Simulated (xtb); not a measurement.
C2H5OSi: single-point calculation

System: C2H5OSi, multiplicity 2.
Method: GFN1-xTB (xtb 6.7.1).

The geometry comes from this level: GFN2-xTB.

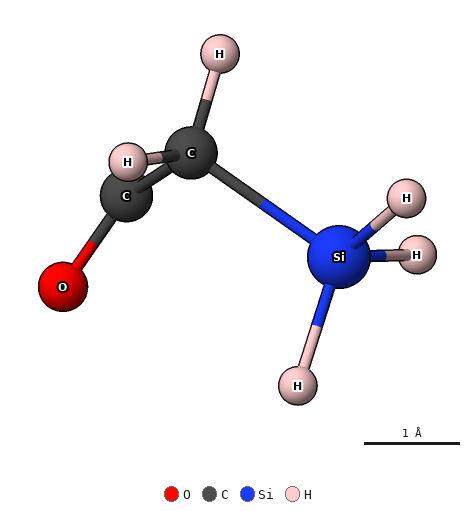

Fig. 1: The input geometry (ball-and-stick view, seen at a tilt).

**Key numbers**

- outcome: converged
- electrons treated: 23
- total energy: −13.386388 hartree
- dispersion energy: −0.002633 hartree
- basis functions: 32
- dipole moment: 3.57 D
- hardware: 1 thread of Intel Xeon @ 2.50GHz (Skylake/Cascade Lake), 189 GiB of memory available, shared host
- peak memory: 0.071 GiB

**Notes**

Settings chosen away from the usual ones: method = gfn1-xtb; task = energy; x = {"broyden_damping": 0.8}. The record of the run, not the program, notes: no spin polarisation: high-spin states lie too high.

**Input file (input.xyz)**
```
9
start
O     -1.880180     1.071320     1.203860
C     -1.126890     1.242700     0.291150
C      0.247870     0.828350     0.046080
Si     0.286540    -1.058040    -0.345720
H      0.861380     1.008440     0.934640
H      0.677080     1.379150    -0.790450
H      1.664020    -1.355210    -0.741090
H     -0.096350    -1.796950     0.852970
H     -0.633490    -1.319760    -1.451430
```

**File .CHRG**
```
0
```

**File .UHF**
```
1
```

**File detailed.inp**
```
$scc
   broydamp=0.8
$end
```

Command:
```bash
xtb -I detailed.inp --gfn1 -- input.xyz | tee input.out
```

**Output**
```
* xtb version 6.7.1
   ID    Z sym.   atoms
    1    8 O      1
    2    6 C      2, 3
    3   14 Si     4
    4    1 H      5-9

           -------------------------------------------------
          |                Calculation Setup                |
           -------------------------------------------------

          program call               : xtb -I detailed.inp --gfn1 -- input.xyz
          coordinate file            : input.xyz
          omp threads                :                     1

########################################################################
[WARNING] Please study the warnings concerning your input carefully
-1- prog_main_parseArguments: The use of '--gfn1' is discouraged, please use '--gfn 1' next time
########################################################################

           -------------------------------------------------
          |                 G F N 1 - x T B                 |
           -------------------------------------------------

      * Hamiltonian:
        H0-scaling (s, p, d)           1.850000    2.250000    2.000000
        zeta-weighting                 0.000000
      * Dispersion:
        s8                             2.400000
        a1                             0.630000
        a2                             5.000000
        s9                             0.000000
      * Repulsion:
        kExp                           1.500000
        rExp                           1.000000
      * Coulomb:
        alpha                          2.000000
        third order                    atomic
        anisotropic                    false
      * Halogen bond correction:
        rad-scale                      1.300000
        damping                        0.440000

          ...................................................
          :                      SETUP                      :
          :.................................................:
          :  # basis functions                  32          :
          :  # atomic orbitals                  31          :
          :  # shells                           19          :
          :  # electrons                        23          :
          :  # halogen bonds                     0          :
          :  max. iterations                   250          :
          :  Hamiltonian                  GFN1-xTB          :
          :  restarted?                      false          :
          :  GBSA solvation                  false          :
          :  PC potential                    false          :
          :  electronic temp.          300.0000000     K    :
          :  accuracy                    1.0000000          :
          :  -> integral cutoff          0.2500000E+02      :
          :  -> integral neglect         0.1000000E-07      :
          :  -> SCF convergence          0.1000000E-05 Eh   :
          :  -> wf. convergence          0.2000000E-04 e    :
          :  Broyden damping             0.8000000          :
          :  net charge                          0          :
          :  unpaired electrons                  1          :
          ...................................................

 iter      E             dE          RMSdq      gap      omega  full diag
   1    -13.4562539 -0.134563E+02  0.717E+00    1.32       0.0  T
   2    -13.3400036  0.116250E+00  0.475E+00    1.48       1.0  T
   3    -13.3720860 -0.320823E-01  0.401E+00    1.42       1.0  T
   4    -13.5107552 -0.138669E+00  0.900E-01    1.58       1.0  T
   5    -13.5151137 -0.435851E-02  0.433E-01    1.54       1.0  T
   6    -13.5168735 -0.175973E-02  0.760E-02    1.56       1.0  T
   7    -13.5169151 -0.416026E-04  0.123E-02    1.56       2.7  T
   8    -13.5169174 -0.228127E-05  0.516E-03    1.56       6.5  T
   9    -13.5169176 -0.201855E-06  0.136E-03    1.56      24.5  T
  10    -13.5169176 -0.153329E-07  0.221E-04    1.56     150.5  T
  11    -13.5169176 -0.432367E-09  0.178E-05    1.56    1876.0  T
  12    -13.5169176 -0.226485E-11  0.465E-06    1.56    7166.7  T

   *** convergence criteria satisfied after 12 iterations ***

         #    Occupation            Energy/Eh            Energy/eV
      -------------------------------------------------------------
         1        2.0000           -0.7915394             -21.5389
       ...           ...                  ...                  ...
         6        2.0000           -0.5815656             -15.8252
         7        2.0000           -0.5521795             -15.0256
         8        2.0000           -0.5213180             -14.1858
         9        2.0000           -0.4888225             -13.3015
        10        2.0000           -0.4868798             -13.2487
        11        2.0000           -0.4736103             -12.8876
        12        1.0000           -0.3264015              -8.8818 (HOMO)
        13                         -0.2691545              -7.3241 (LUMO)
        14                         -0.2163373              -5.8868
        15                         -0.1967724              -5.3545
        16                         -0.1911384              -5.2011
        17                         -0.1237479              -3.3674
       ...                                ...                  ...
        31                          1.3484400              36.6929
      -------------------------------------------------------------
                  HL-Gap            0.0572470 Eh            1.5578 eV
             Fermi-level           -0.3488920 Eh           -9.4938 eV

 SCC (total)                   0 d,  0 h,  0 min,  0.027 sec
 SCC setup                      ...        0 min,  0.000 sec (  0.543%)
 Dispersion                     ...        0 min,  0.000 sec (  0.237%)
 classical contributions        ...        0 min,  0.000 sec (  0.101%)
 integral evaluation            ...        0 min,  0.004 sec ( 13.874%)
 iterations                     ...        0 min,  0.007 sec ( 24.000%)
 molecular gradient             ...        0 min,  0.017 sec ( 60.123%)
 printout                       ...        0 min,  0.000 sec (  0.983%)

         :::::::::::::::::::::::::::::::::::::::::::::::::::::
         ::                     SUMMARY                     ::
         :::::::::::::::::::::::::::::::::::::::::::::::::::::
         :: total energy             -13.386387851265 Eh    ::
         :: gradient norm              0.021773132884 Eh/a0 ::
         :: HOMO-LUMO gap              1.557770124805 eV    ::
         ::.................................................::
         :: SCC energy               -13.516917571793 Eh    ::
         :: -> electrostatic           0.039084425101 Eh    ::
         :: repulsion energy           0.133163086378 Eh    ::
         :: dispersion energy         -0.002633365850 Eh    ::
         :: halogen bond corr.         0.000000000000 Eh    ::
         :: add. restraining           0.000000000000 Eh    ::
         :: total charge               0.000000000000 e     ::
         :::::::::::::::::::::::::::::::::::::::::::::::::::::

           -------------------------------------------------
          |                Property Printout                |
           -------------------------------------------------

    * Orbital Energies and Occupations

         #    Occupation            Energy/Eh            Energy/eV
      -------------------------------------------------------------
         1        2.0000           -0.7915394             -21.5389
         2        2.0000           -0.6772544             -18.4290
         3        2.0000           -0.6425909             -17.4858
         4        2.0000           -0.6146534             -16.7256
         5        2.0000           -0.5872582             -15.9801
         6        2.0000           -0.5815656             -15.8252
         7        2.0000           -0.5521795             -15.0256
         8        2.0000           -0.5213180             -14.1858
         9        2.0000           -0.4888225             -13.3015
        10        2.0000           -0.4868798             -13.2487
        11        2.0000           -0.4736103             -12.8876
        12        1.0000           -0.3264015              -8.8818 (HOMO)
        13                         -0.2691545              -7.3241 (LUMO)
        14                         -0.2163373              -5.8868
        15                         -0.1967724              -5.3545
        16                         -0.1911384              -5.2011
        17                         -0.1237479              -3.3674
        18                         -0.1201173              -3.2686
        19                         -0.0864157              -2.3515
        20                         -0.0778056              -2.1172
        21                         -0.0709064              -1.9295
        22                         -0.0652051              -1.7743
        23                         -0.0397889              -1.0827
       ...                                ...                  ...
        31                          1.3484400              36.6929
      -------------------------------------------------------------
                  HL-Gap            0.0572470 Eh            1.5578 eV
             Fermi-level           -0.3488920 Eh           -9.4938 eV

  Mulliken/CM5 charges         n(s)   n(p)   n(d)
     1O    -0.41955 -0.46228   1.742  4.678  0.000
     2C     0.30947  0.34285   1.160  2.531  0.000
     3C    -0.15667 -0.22092   1.042  3.114  0.000
     4Si    0.29971 -0.00111   1.321  1.862  0.518
     5H     0.08626  0.14583   0.914  0.000  0.000
     6H     0.05455  0.11311   0.945  0.000  0.000
     7H    -0.06490  0.01986   1.065  0.000  0.000
     8H    -0.04881  0.03732   1.049  0.000  0.000
     9H    -0.06004  0.02535   1.060  0.000  0.000

Wiberg/Mayer (AO) data.
largest (>0.10) Wiberg bond orders for each atom

 ---------------------------------------------------------------------------
     #   Z sym  total        # sym  WBO       # sym  WBO       # sym  WBO
 ---------------------------------------------------------------------------
     1   8 O    2.162 --     2 C    2.007
     2   6 C    3.258 --     1 O    2.007     3 C    1.080     4 Si   0.106
     3   6 C    3.953 --     2 C    1.080     4 Si   0.943     6 H    0.923
                             5 H    0.890
     4  14 Si   3.997 --     3 C    0.943     9 H    0.933     8 H    0.932
                             7 H    0.929     2 C    0.106
     5   1 H    1.000 --     3 C    0.890
     6   1 H    1.023 --     3 C    0.923
     7   1 H    0.990 --     4 Si   0.929
     8   1 H    0.991 --     4 Si   0.932
     9   1 H    0.991 --     4 Si   0.933
 ---------------------------------------------------------------------------

Topologies differ in total number of bonds
Writing topology from bond orders to xtbtopo.mol

 dipole moment from electron density (au)
     X       Y       Z
   1.2294  -0.1006  -0.6731  total (Debye):    3.572

           -------------------------------------------------
          | TOTAL ENERGY              -13.386387851265 Eh   |
          | GRADIENT NORM               0.021773132884 Eh/α |
          | HOMO-LUMO GAP               1.557770124805 eV   |
           -------------------------------------------------

------------------------------------------------------------------------
------------------------------------------------------------------------
 total:
 *  cpu-time:     0 d,  0 h,  0 min,  0.032 sec
 * ratio c/w:     0.594 speedup
 SCF:
 *  cpu-time:     0 d,  0 h,  0 min,  0.018 sec
 * ratio c/w:     0.670 speedup
```

**Standard error**
```
normal termination of xtb
```

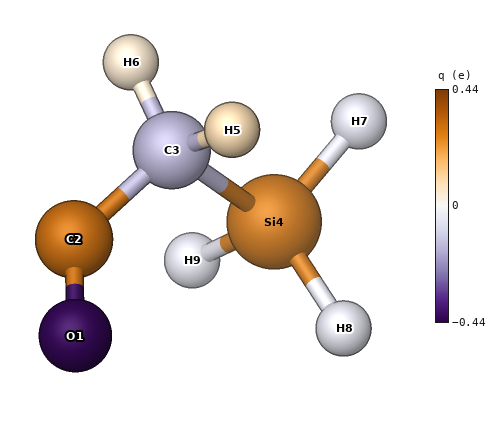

Fig. 2: Mulliken charges, as the colour of each atom (ball-and-stick view, seen at a tilt; atoms are numbered from 1 in the order of the input). By element: O −0.42, C −0.16 to +0.31, Si +0.30 and H −0.06 to +0.09 e.
